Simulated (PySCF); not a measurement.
Molecule: Bi(Br)(TeH)2, H2BiBrTe2, SMILES [Bi]([Br])([TeH])[TeH]. Atoms near the plane z = 0.0 Å, at the B3LYP/def2-SVP optimised geometry (x, y, z in Å): Bi1 (1.4, 0.5, 0.0), Br2 (1.5, -2.2, -0.3), Te3 (-1.5, 0.5, 0.0), H4 (-1.5, 2.2, 0.0).

Method: B3LYP/def2-TZVP, def2 effective core potentials past Kr (PySCF). The core electrons that the potentials of Bi, Te replace are not part of the density. Cells within 0.4 Å of a nucleus heavier than hydrogen are left out (blank, or x). The values are rescaled to run from 0 to 1.

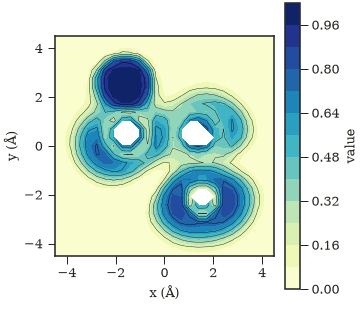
Fig. 1. a field on the plane z = 0.0 Å.

Which quantity is mapped?
A. log10 of the electron density
B. an orbital amplitude
C. electron localisation function
D. Laplacian of the electron density

C, electron localisation function
